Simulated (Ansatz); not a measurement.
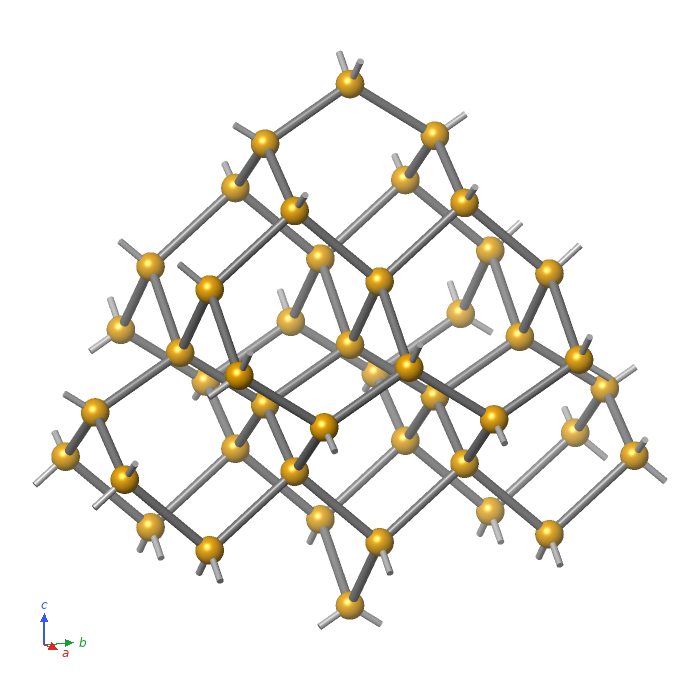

A cut-out of a periodic net derived from a crystal structure. Nodes are coloured by topological kind. Short stubs are edges that leave the cut-out.

Q: What net is this?

A: A uninodal 4-connected, three-periodic net. It is the dia net, known from diamond, zinc blende and cristobalite.

Q: Give point symbol and coordination sequence.

A: 6^6, sequence 4, 12, 24, 42, 64, 92.

Origin of the net. SiC₃ (space group P-4m2, No. 115). Coordinates: the input geometry of an electronic-structure calculation (not necessarily at equilibrium); the starting structure was generated, so it need not be a known form of this composition. Bonds are taken as C–C below 1.9 Å and C–Si below 2.1 Å; no other contact counts. The graph is simplified in the usual way: terminal and isolated atoms are pruned, two-connected atoms become edges. C and Si are 4-connected nodes.
